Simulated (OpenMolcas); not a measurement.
Excited-state calculation, with input and output: C7H14 (part 2 of 2)

Continued. System: C7H14 (1-heptene). Method: CASSCF/6-31G (OpenMolcas 26.06). The geometry comes from this level: GFN2-xTB.

Geometry of the input (Å):
```
C  -3.2124  0.5200  -0.4011
C  -1.9545  0.2211  -0.6636
C  -1.2873  -1.0533  -0.2514
C  -0.3896  -0.8675  0.9810
C  0.7028  0.1897  0.8182
C  1.7073  -0.1304  -0.2864
C  2.8259  0.9032  -0.3400
H  -3.8579  -0.1624  0.1273
H  -3.6554  1.4534  -0.7056
H  -1.3334  0.9258  -1.2001
H  -0.6890  -1.4362  -1.0806
H  -2.0470  -1.8004  -0.0100
H  0.0744  -1.8281  1.2191
H  -1.0212  -0.5842  1.8266
H  1.2414  0.2715  1.7664
H  0.2429  1.1601  0.6217
H  1.2013  -0.1532  -1.2530
H  2.1346  -1.1203  -0.1098
H  3.3645  0.9344  0.6047
H  2.4194  1.8938  -0.5330
H  3.5334  0.6631  -1.1305
```

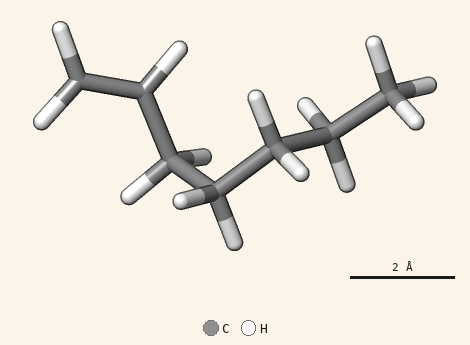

**Figure 1.** The structure as given in the input (stick view, seen on its broad side).

## The program's output, continued
```
          iter iter root      energy       change     param      element    value   shift minimum  type update hh:mm:ss
 Nr of preliminary CI iterations:   4
        1   1   55    0  -272.86283120    0.00E+00   2.07E-01*  14  34 1  1.20E-02*  0.23   0.00    SX    NO    0:00:01
        2   4   29    0  -272.87423022   -1.14E-02*  1.57E-01*  30  35 1 -4.49E-03*  0.23   0.00    SX    NO    0:00:00
        3   5   30    0  -272.88034641   -6.12E-03* -1.28E-01*  21  28 1 -3.18E-03*  0.24   0.00    SX    NO    0:00:00
        4   5   38    0  -272.88486064   -4.51E-03* -1.18E-01*  15  33 1 -2.74E-03*  0.24   0.00    SX    NO    0:00:00
        5   6   34    0  -272.88898714   -4.13E-03* -1.72E-01*  15  33 1 -2.18E-03*  0.23   2.50    QN   YES    0:00:00
        6   5   46    0  -272.89378751   -4.80E-03*  5.36E-02   28  53 1  3.46E-03*  0.21   1.55    SX   YES    0:00:00
        7   4   48    0  -272.89654605   -2.76E-03*  1.34E-01*  33  73 1  2.38E-03*  0.21   2.50    QN   YES    0:00:00
        8   6   27    0  -272.90250853   -5.96E-03*  7.19E-02   21  33 1 -2.88E-03*  0.21   1.66    QN   YES    0:00:00
        9   5   37    0  -272.90409867   -1.59E-03* -2.96E-02   28  53 1 -6.66E-03*  0.21   1.32    QN   YES    0:00:00
       10   5   26    0  -272.90379673    3.02E-04*  3.81E-02   28  53 1 -7.80E-03*  0.21  -0.50    SX   YES    0:00:00
       11   6   73    0  -272.90662490   -2.83E-03*  1.23E-01*  28  53 1 -4.10E-03*  0.21   2.50    QN   YES    0:00:01
       12   6   49    0  -272.91233229   -5.71E-03*  1.26E-01*  32  73 1  2.26E-03*  0.21   2.20    QN   YES    0:00:00
       13   5   38    0  -272.91674904   -4.42E-03*  8.27E-02   28  53 1  4.88E-03*  0.20   1.74    QN   YES    0:00:00
       14   5   30    0  -272.91937851   -2.63E-03*  7.43E-02   28  53 1  7.48E-03*  0.20   2.03    QN   YES    0:00:00
       15   5   42    0  -272.92197110   -2.59E-03*  7.97E-02   28  53 1  9.41E-03*  0.19   2.29    QN   YES    0:00:00
       16   5  101    0  -272.92489009   -2.92E-03* -5.44E-02   28  53 1  1.11E-02*  0.19   1.60    QN   YES    0:00:01
       17   5   31    0  -272.92724740   -2.36E-03*  5.01E-02   28  53 1  1.03E-02*  0.19   1.61    QN   YES    0:00:00
       18   5   96    0  -272.93035718   -3.11E-03* -6.18E-02   28  53 1  7.12E-03*  0.19   2.00    QN   YES    0:00:01
       19   5   37    0  -272.93451184   -4.15E-03*  5.57E-02   28  53 1  2.95E-03*  0.18   1.80    QN   YES    0:00:00
       20   4   31    0  -272.93765352   -3.14E-03*  4.01E-02   27  39 1  2.38E-03*  0.19   1.58    QN   YES    0:00:00
       21   4   25    0  -272.93915209   -1.50E-03* -4.51E-02   29  53 1  1.86E-03*  0.18   1.57    QN   YES    0:00:00
       22   5   25    0  -272.94011566   -9.64E-04*  7.05E-02   28  53 1 -2.50E-03*  0.18   2.13    QN   YES    0:00:00
       23   6   20    0  -272.94143536   -1.32E-03*  6.96E-02   28  53 1 -2.47E-03*  0.17   1.50    QN   YES    0:00:00
       24   6   21    0  -272.94238984   -9.54E-04* -2.77E-02   29  53 1 -2.36E-03*  0.16   1.07    QN   YES    0:00:00
       25   5   21    0  -272.94354421   -1.15E-03*  5.03E-02   29  53 1 -2.44E-03*  0.15   2.50    QN   YES    0:00:00
       26   5   24    0  -272.94534512   -1.80E-03* -2.94E-02   28  53 1  2.52E-03*  0.14   1.46    QN   YES    0:00:00
       27   4   22    0  -272.94597628   -6.31E-04* -2.33E-02   28  53 1  3.45E-03*  0.14   1.62    QN   YES    0:00:00
       28   5   20    0  -272.94640370   -4.27E-04* -1.68E-02   28  53 1  3.24E-03*  0.13   1.68    QN   YES    0:00:00
       29   6   20    0  -272.94672680   -3.23E-04*  1.69E-02   28  53 1  2.00E-03*  0.13   1.20    QN   YES    0:00:00
       30   6   19    0  -272.94687407   -1.47E-04*  7.71E-03   28  53 1  1.05E-03*  0.13   1.09    QN   YES    0:00:00
       31   5   18    0  -272.94693624   -6.22E-05*  4.93E-03   20  50 1 -4.40E-04*  0.13   1.41    QN   YES    0:00:00
       32   6   18    0  -272.94696683   -3.06E-05* -4.92E-03   23  33 1  2.51E-04*  0.14   1.53    QN   YES    0:00:00
       33   6   16    0  -272.94698705   -2.02E-05*  4.42E-03   29  53 1 -2.89E-04*  0.14   1.47    QN   YES    0:00:00
       34   6   15    0  -272.94699820   -1.11E-05* -3.56E-03   29  53 1 -2.15E-04*  0.15   1.41    QN   YES    0:00:00
       35   7   16    0  -272.94700486   -6.67E-06*  3.26E-03   29  73 1 -1.66E-04*  0.15   1.33    QN   YES    0:00:00
       36   7   15    0  -272.94701021   -5.35E-06*  5.33E-03   29  73 1 -1.44E-04*  0.16   1.56    QN   YES    0:00:00
       37   8   16    0  -272.94701717   -6.96E-06*  8.56E-03   23  33 1 -1.87E-04*  0.16   1.48    QN   YES    0:00:00
       38   8   17    0  -272.94702721   -1.00E-05*  9.37E-03   28  53 1 -2.92E-04*  0.17   1.33    QN   YES    0:00:00
       39   8   17    0  -272.94703836   -1.12E-05*  6.31E-03   28  53 1 -3.46E-04*  0.18   1.27    QN   YES    0:00:00
       40   8   17    0  -272.94705005   -1.17E-05*  5.02E-03   28  53 1 -2.72E-04*  0.19   1.35    QN   YES    0:00:00
       41   7   15    0  -272.94705929   -9.24E-06*  2.65E-03   29  60 1 -1.05E-04*  0.19   1.24    QN   YES    0:00:00
       42   7   14    0  -272.94706267   -3.38E-06* -2.30E-03   30  34 1  7.94E-05   0.19   1.42    QN   YES    0:00:00
       43   7   15    0  -272.94706474   -2.08E-06*  2.09E-03   30  34 1  6.22E-05   0.20   1.42    QN   YES    0:00:00
       44   7   13    0  -272.94706583   -1.09E-06*  2.32E-03   30  34 1  4.52E-05   0.20   1.53    QN   YES    0:00:00
       45   7   13    0  -272.94706640   -5.69E-07*  1.57E-03   28  53 1  3.22E-05   0.20   1.31    QN   YES    0:00:00
       46   7   13    0  -272.94706663   -2.24E-07* -5.26E-04   20  64 1  3.03E-05   0.20   0.90    QN   YES    0:00:00
       47   6   12    0  -272.94706674   -1.17E-07*  4.04E-04   20  64 1 -3.23E-05   0.20   1.28    QN   YES    0:00:00
       48   5   11    0  -272.94706680   -5.49E-08* -2.84E-04   15  26 1 -9.69E-06   0.20   1.61    QN   YES    0:00:00
       49   5   10    0  -272.94706683   -2.66E-08*  3.09E-04   29  60 1 -6.97E-06   0.20   1.34    QN   YES    0:00:00
       50   3   10    0  -272.94706684   -1.24E-08* -1.84E-04   28  53 1  5.78E-06   0.20   2.50    QN   YES    0:00:00
       51   4   10    0  -272.94706684   -4.75E-09   1.63E-04   28  53 1  4.80E-06   0.20   1.19    QN   YES    0:00:00
      Convergence after 51 iterations
       52   4   10    0  -272.94706685   -2.63E-09   1.63E-04   29  53 1  2.75E-06   0.20   1.19    QN   YES    0:00:00

      ************************************************************************************************************************
                                                      Wave function printout:
                       occupation of active orbitals, and spin coupling of open shells (u,d: Spin up or down)
      ************************************************************************************************************************

      Note: transformation to natural orbitals
      has been made, which may change the order of the CSFs.

      printout of CI-coefficients larger than  0.05 for root  1
      energy=    -273.187213
      conf/sym  1111111111     Coeff  Weight
             1  2222200000   0.95950 0.92064
             2  2222ud0000   0.07304 0.00534
            27  2222020000  -0.12283 0.01509
            28  22220ud000   0.10258 0.01052
            87  u222d20000  -0.05886 0.00346
            88  u222dud000   0.06758 0.00457

      printout of CI-coefficients larger than  0.05 for root  2
      energy=    -272.832968
      conf/sym  1111111111     Coeff  Weight
             3  2222u0d000  -0.45100 0.20340
            22  u2222d0000  -0.80811 0.65304
            23  u22220d000   0.22860 0.05226
            27  2222020000   0.05745 0.00330
            42  222ud20000  -0.11032 0.01217
            43  222udud000   0.12102 0.01464
           147  u22d220000  -0.06698 0.00449

      printout of CI-coefficients larger than  0.05 for root  3
      energy=    -272.821019
      conf/sym  1111111111     Coeff  Weight
             1  2222200000   0.05647 0.00319
             2  2222ud0000  -0.81295 0.66089
             3  2222u0d000  -0.35490 0.12596
            22  u2222d0000   0.12936 0.01673
            23  u22220d000  -0.35477 0.12586
            29  2222002000  -0.07199 0.00518
            42  222ud20000   0.07919 0.00627
            44  222ud02000   0.05002 0.00250
            87  u222d20000   0.05460 0.00298

      Natural orbitals and occupation numbers for root  1
      sym 1:   1.977804   1.979447   1.982243   1.999140   1.911788   0.089312   0.000908   0.018362   0.021691   0.019304

      Natural orbitals and occupation numbers for root  2
      sym 1:   1.239942   1.975297   1.980385   1.953387   1.741568   0.830882   0.225622   0.019881   0.021037   0.011998

      Natural orbitals and occupation numbers for root  3
      sym 1:   1.832044   1.975335   1.980048   1.982864   1.179531   0.810498   0.186388   0.017718   0.022136   0.013437

      ************************************************************************************************************************
      *                                                    Final results                                                     *
      ************************************************************************************************************************

++    Final optimization conditions:
      ------------------------------

      Average CI energy                            -272.94706684
      RASSCF energy for state  3                   -272.82101922
      Super-CI energy                                -0.00000000
      RASSCF energy change                            0.00000000
      Max change in MO coefficients               3.946E-04
      Max non-diagonal density matrix element     1.631E-04
      Maximum BLB matrix element                  2.745E-06
      (orbital pair  29,  53 in symmetry   1)
      Norm of electronic gradient            7.146E-02
--

      Final state energy(ies):
      ------------------------

::    RASSCF root number  1 Total energy:   -273.18721321
::    RASSCF root number  2 Total energy:   -272.83296810
::    RASSCF root number  3 Total energy:   -272.82101922
      Von Neumann Entropy (Root   1) =  0.50911

      Mulliken population analysis for root number:  1
      -----------------------------------------------

++    Molecular charges:
      ------------------

      Mulliken charges per centre
      ---------------------------

                C1      C2      C3      C4      C5      C6      C7      H8      H9      H10     H11     H12
      Total    6.4063  6.0574  6.3882  6.3190  6.2904  6.2934  6.4416  0.8297  0.8209  0.8658  0.8176  0.8323

      N-E     -0.4063 -0.0574 -0.3882 -0.3190 -0.2904 -0.2934 -0.4416  0.1703  0.1791  0.1342  0.1824  0.1677

                H13     H14     H15     H16     H17     H18     H19     H20     H21
      Total    0.8477  0.8446  0.8529  0.8335  0.8406  0.8592  0.8562  0.8497  0.8530

      N-E      0.1523  0.1554  0.1471  0.1665  0.1594  0.1408  0.1438  0.1503  0.1470

      Total electronic charge=   56.000000

      Total            charge=   -0.000000
--

      Expectation values of various properties for root number:  1
      -----------------------------------------------------------

++    Molecular properties:
      ---------------------

      Charge (e):
                      =   -0.0000
      Dipole Moment (debye):
      Origin of the operator (angstrom)=   -0.1801   -0.0243   -0.0160
                   X=  3.1546E-01               Y=  2.2385E-02               Z= -9.2655E-02           Total=  3.2954E-01
      Quadrupole Moment (debye*angstrom):
      Origin of the operator (angstrom)=   -0.1801   -0.0243   -0.0160
                  XX= -4.7504E+01              XY= -5.4256E-01              XZ= -7.8618E-01              YY= -4.6525E+01
                  YZ= -8.4248E-01              ZZ= -4.7878E+01
      In traceless form (debye*angstrom)
                  XX= -3.0222E-01              XY= -8.1383E-01              XZ= -1.1793E+00              YY=  1.1658E+00
                  YZ= -1.2637E+00              ZZ= -8.6362E-01
--

      Von Neumann Entropy (Root   2) =  1.72759

      Mulliken population analysis for root number:  2
      -----------------------------------------------

++    Molecular charges:
      ------------------

      Mulliken charges per centre
      ---------------------------

                C1      C2      C3      C4      C5      C6      C7      H8      H9      H10     H11     H12
      Total    6.5218  6.0765  6.3152  6.2919  6.2876  6.2927  6.4420  0.7583  0.7688  0.9162  0.8287  0.8256

      N-E     -0.5218 -0.0765 -0.3152 -0.2919 -0.2876 -0.2927 -0.4420  0.2417  0.2312  0.0838  0.1713  0.1744

                H13     H14     H15     H16     H17     H18     H19     H20     H21
      Total    0.8455  0.8446  0.8545  0.8534  0.8550  0.8611  0.8562  0.8513  0.8531

      N-E      0.1545  0.1554  0.1455  0.1466  0.1450  0.1389  0.1438  0.1487  0.1469

      Total electronic charge=   56.000000

      Total            charge=   -0.000000
--

      Expectation values of various properties for root number:  2
      -----------------------------------------------------------

++    Molecular properties:
      ---------------------

      Charge (e):
                      =   -0.0000
      Dipole Moment (debye):
      Origin of the operator (angstrom)=   -0.1801   -0.0243   -0.0160
                   X= -3.9449E-01               Y= -8.2204E-01               Z=  4.9153E-01           Total=  1.0358E+00
      Quadrupole Moment (debye*angstrom):
      Origin of the operator (angstrom)=   -0.1801   -0.0243   -0.0160
                  XX= -4.6386E+01              XY=  1.3882E-02              XZ= -1.2800E+00              YY= -4.6438E+01
                  YZ= -1.2254E+00              ZZ= -4.9557E+01
      In traceless form (debye*angstrom)
                  XX=  1.6116E+00              XY=  2.0823E-02              XZ= -1.9199E+00              YY=  1.5339E+00
                  YZ= -1.8381E+00              ZZ= -3.1455E+00
--

      Von Neumann Entropy (Root   3) =  1.63746

      Mulliken population analysis for root number:  3
      -----------------------------------------------

++    Molecular charges:
      ------------------

      Mulliken charges per centre
      ---------------------------

                C1      C2      C3      C4      C5      C6      C7      H8      H9      H10     H11     H12
      Total    6.3234  5.8398  6.3347  6.2554  6.2865  6.2914  6.4429  0.8071  0.8622  1.1364  0.8477  0.8341

      N-E     -0.3234  0.1602 -0.3347 -0.2554 -0.2865 -0.2914 -0.4429  0.1929  0.1378 -0.1364  0.1523  0.1659

                H13     H14     H15     H16     H17     H18     H19     H20     H21
      Total    0.8443  0.8453  0.8577  0.8834  0.8799  0.8643  0.8563  0.8540  0.8533

      N-E      0.1557  0.1547  0.1423  0.1166  0.1201  0.1357  0.1437  0.1460  0.1467

      Total electronic charge=   56.000000

      Total            charge=   -0.000000
--

      Expectation values of various properties for root number:  3
      -----------------------------------------------------------

++    Molecular properties:
      ---------------------

      Charge (e):
                      =   -0.0000
      Dipole Moment (debye):
      Origin of the operator (angstrom)=   -0.1801   -0.0243   -0.0160
                   X= -2.0255E+00               Y= -1.9975E+00               Z=  1.4196E+00           Total=  3.1793E+00
      Quadrupole Moment (debye*angstrom):
      Origin of the operator (angstrom)=   -0.1801   -0.0243   -0.0160
                  XX= -4.4497E+01              XY=  1.1800E+00              XZ= -5.9877E-01              YY= -4.9833E+01
                  YZ=  1.1878E+00              ZZ= -5.0584E+01
      In traceless form (debye*angstrom)
                  XX=  5.7116E+00              XY=  1.7700E+00              XZ= -8.9816E-01              YY= -2.2930E+00
                  YZ=  1.7818E+00              ZZ= -3.4186E+00
--

      Average orbitals are written to the RASORB file
      Natural orbitals for root   1 are written to the RASORB.1 file
      Natural orbitals for root   2 are written to the RASORB.2 file
      Natural orbitals for root   3 are written to the RASORB.3 file
      Spin density orbitals for root   1 are written to the SPDORB.1 file
      Spin density orbitals for root   2 are written to the SPDORB.2 file
      Spin density orbitals for root   3 are written to the SPDORB.3 file

--- Stop Module: rasscf /rc=_RC_ALL_IS_WELL_ ---
           step2.SpdOrb.1 step2.SpdOrb.2 step2.SpdOrb.3 xmldump
--- Module rasscf spent 43 seconds ---

.##################.
.# Happy landing! #.
.##################.

    Timing: Wall=44.39 User=43.01 System=1.37
```

## Summary

| quantity | value |
| --- | --- |
| outcome | converged |
| total energy | −273.187213 hartree |
| CASSCF energy | −273.187213 hartree |
| basis functions | 91 |
| hardware | 1 thread of Arm Neoverse V1, 24 GiB of memory available, shared host |
| wall time | 45 s |
| peak memory | 0.084 GiB |

## Notes

The record of the run, not the program, notes: an active orbital turned away from the chosen space.
